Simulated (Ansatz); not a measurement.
# AlOF2 (SMILES [O][Al]([F])[F]) at UHSE06/STO-3G

What is the vertical electron affinity of AlOF2 at UHSE06/STO-3G? 

Program for the calculation: Ansatz 0.2.0.

61 further runs of the same task are left out: 15 that didn't finish, 46 set aside as unsound or not needed.

### 1 The system as given

The species is AlOF2 (4 atoms), meant as a doublet with charge 0. As SMILES, `[O][Al]([F])[F]`. Geometry: relaxed at PBE0-D4/def2-TZVP.

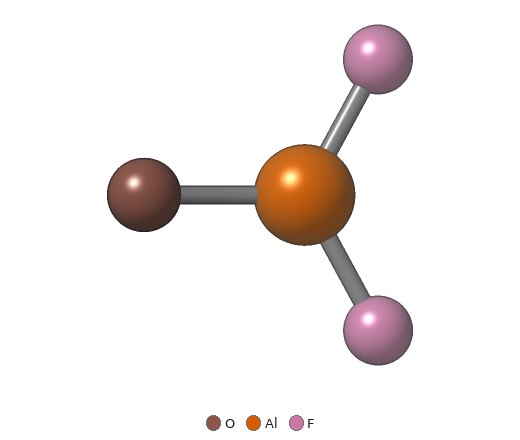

The structure, seen from a chosen angle (oxygen brown, aluminium orange, fluorine pink).

### 2 The energy at UHSE06/STO-3G

Input file in.yaml:

```yaml
crystal:
  periodic: [false, false, false]
  atoms:
    - {symbol: O, position_ang: [0.682900, -0.910900, 1.260000]}
    - {symbol: Al, position_ang: [-0.000600, 0.004300, -0.032400]}
    - {symbol: F, position_ang: [-1.477200, -0.401600, -0.592500]}
    - {symbol: F, position_ang: [0.850400, 1.247900, -0.655300]}
basis:
  gaussian: {orbitals: STO-3G}
magnetization: {spin_polarized: true, initial_magnetization: 1}
hamiltonian: {xc: {name: HSE06}}
accuracy: high
```

Run with:

```console
$ ansatz run in.yaml --threads 1 --pin off --max-ram 2610MiB --events-out events.jsonl --progress --plain --runs-dir runs
```

What it wrote:

```text
Warning: RAYON_NUM_THREADS=1 ignored (pool sized by the plan → 1); use --threads N
Functional definition: HSE06
  name "HSE06"
  parameter a = 0.25
  parameter omega = 0.11/bohr
  exchange = pbe_x - a*pbe_x_sr(omega) + a*exact_x_sr(omega)
  correlation = pbe_c
447 factors; integrals over basis functions are off by at most 2.6e-8 eV
51 factors; integrals over basis functions are off by at most 2.5e-9 eV
mean field evaluation 1: about -13878.8536 eV, gradient 2.0e1 eV
mean field evaluation 2: about -13878.3166 eV, gradient 2.3e1 eV
mean field evaluation 4: about -13881.9937 eV, gradient 2.8e-1 eV
mean field evaluation 8: about -13881.9899 eV, gradient 4.3e-3 eV
mean field evaluation 16: about -13881.9899 eV, gradient 3.6e-5 eV
mean field -13881.98987264 eV, -510.1537182689 hartree, gradient 7.0e-8 eV, S^2 0.752846; 2 other end points of the search recorded, 0 dependent functions left out
reference -13881.98987399 eV, -510.1537183185 hartree; 20, 19 occupied and 4, 5 virtual orbitals, 447 factors
Total energy: -13881.98987399 eV, -510.1537183185 hartree
```

It took 3.3 s on 1 thread of Arm Neoverse V2, shared host; peak memory 0.15 GiB.

### 3 The singlet anion, same level

Edit in.yaml of step 2 so:

```diff
@@ -8,5 +8,7 @@
 basis:
-  gaussian: {orbitals: STO-3G}
-magnetization: {spin_polarized: true, initial_magnetization: 1}
-hamiltonian: {xc: {name: HSE06}}
+  gaussian:
+    orbitals: STO-3G
+total_charge: -1
+hamiltonian:
+  xc: {name: HSE06}
 accuracy: high
```

Run with:

```console
$ ansatz run in.yaml --threads 1 --pin off --max-ram 2610MiB --events-out events.jsonl --progress --plain --runs-dir runs
```

What it wrote, cut to the lines that bear on the results:

```text
Warning: RAYON_NUM_THREADS=1 ignored (pool sized by the plan → 1); use --threads N
[... 6 set-up lines as earlier in the session ...]
447 factors; integrals over basis functions are off by at most 2.6e-8 eV
51 factors; integrals over basis functions are off by at most 2.5e-9 eV
mean field evaluation 1: about -13870.5313 eV, gradient 3.6e1 eV
mean field evaluation 2: about -13737.4008 eV, gradient 1.5e2 eV
mean field evaluation 4: about -13876.8832 eV, gradient 5.1e0 eV
mean field evaluation 8: about -13876.9818 eV, gradient 5.9e-2 eV
mean field evaluation 16: about -13876.9819 eV, gradient 1.6e-6 eV
mean field -13876.98186244 eV, -509.9696772884 hartree, gradient 3.7e-8 eV, S^2 0.000000; 0 other end points of the search recorded, 0 dependent functions left out
reference -13876.98186379 eV, -509.9696773381 hartree; 20, 20 occupied and 4, 4 virtual orbitals, 447 factors
Total energy: -13876.98186379 eV, -509.9696773381 hartree
```

Run time: 1.3 s. Hardware: 1 thread of Arm Neoverse V2, shared host; peak memory 0.1 GiB.

### 4 Outcome

Level: UHSE06/STO-3G.

| quantity | value |
| --- | --- |
| doublet AlOF2: total energy | -510.15372 Eh |
| doublet AlOF2: ⟨S²⟩ | 0.753 |
| singlet anion: total energy | -509.96968 Eh |
| vertical electron affinity (to the singlet anion) | -5.008 eV |

What this shows: The anion lies 5.01 eV (483 kJ/mol) above the neutral: the electron isn't bound at this level, and such a value depends on the basis. Without diffuse functions anions come out too high. In a minimal basis such a difference can be off by several eV, whatever the method.
